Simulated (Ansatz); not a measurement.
```tsv
atom	x (Å)	y (Å)	z (Å)
H	-0.3419	-0.9851	-0.4931
C	0.2506	0.7217	0.3616
Cl	-0.7290	-2.0990	-1.0521
H	0.3733	1.2400	-0.5795
H	-0.6644	0.8482	0.9239
H	1.1114	0.2742	0.8392
```

The product side of a reaction path; geometry: PBE0-D4/def2-TZVP.

The calculation used UKS PBE0-D4/def2-TZVPP in Ansatz 0.2.0.

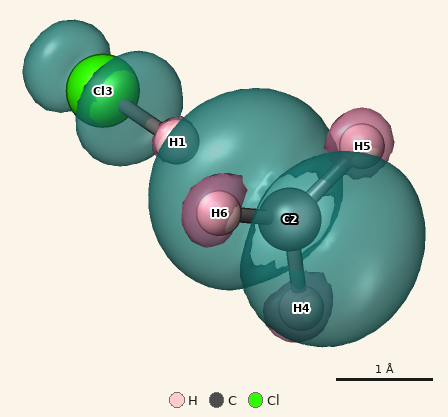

HCl···CH$_{3}$ (doublet). Isosurfaces of the spin density (α minus β) at +0.02 (teal) and −0.02 e/Å³ (pink), seen at an oblique angle.

> Where is the unpaired spin?

The unpaired spin (1 electron) lies mostly on C2 (about 0.8) and Cl3 (about 0.1), in electrons by Hirshfeld's partition.
